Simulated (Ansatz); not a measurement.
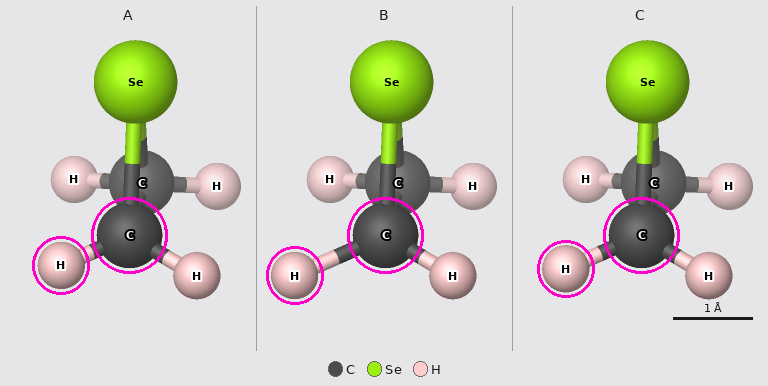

Energy scan for C2H4Se, in which one C–H bond length is varied, with the rest of the molecule carried along rigidly. The picture is a ball-and-stick view, seen from a free direction. The ringed atoms are those of the scanned coordinate.

Single-point energies from Ansatz with CCSD(T) with filled d shells in the def2-TZVPP basis, on geometries moved rigidly from the minimum at PBE0-D4/def2-TZVP. Coupled cluster with a frozen core. Energies are counted from the PBE0-D4/def2-TZVP minimum geometry at the same level.

### Order these geometries by energy, lowest first.

Lowest first: C (the distance 1.083 Å, 0.0 kJ/mol), A (the distance 0.975 Å, 23.7 kJ/mol), B (the distance 1.300 Å, 54.2 kJ/mol). Over the whole scan: of the computed points the lowest is at the distance 1.083 Å, 0.0 kJ/mol. The curvature at the lowest point is about 35 eV/Å² (5.6 mdyn/Å). The well is steeper on the short side, as for any bond.
